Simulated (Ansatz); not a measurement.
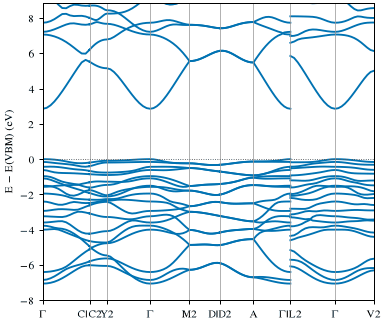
Band structure from DFT-r²SCAN in the program Ansatz with PAW potentials

Question: Read off the gap and where the band edges lie.

Answer: About 2.9 eV (2.86 eV by a search for the band edges); maximum at Γ, minimum at Γ.

Question: Pick the material that matches.
A. Ta2O5, C2/c (Ta on 8f, O on 8f, O on 8f, O on 4e)
B. Ga2O3, Cc (Pearson symbol mS20)
C. TiO2, C2/m (Pearson symbol mS24)
D. Al2O3, Cc (Pearson symbol mS20)

Answer: B, Ga2O3, Cc (Pearson symbol mS20)

The start of the workflow was typed in or built on a structure type; neither database checked (COD, Materials Project) lists it. It is not the phase usual at ambient conditions (space group No. 12, 167). The cell was relaxed with r²SCAN under the symmetry of its start; whether a distortion lowers the energy is not shown. Spin–orbit coupling is left out wherever it is not named.

Potentials: the earlier of the program's two PAW sets.
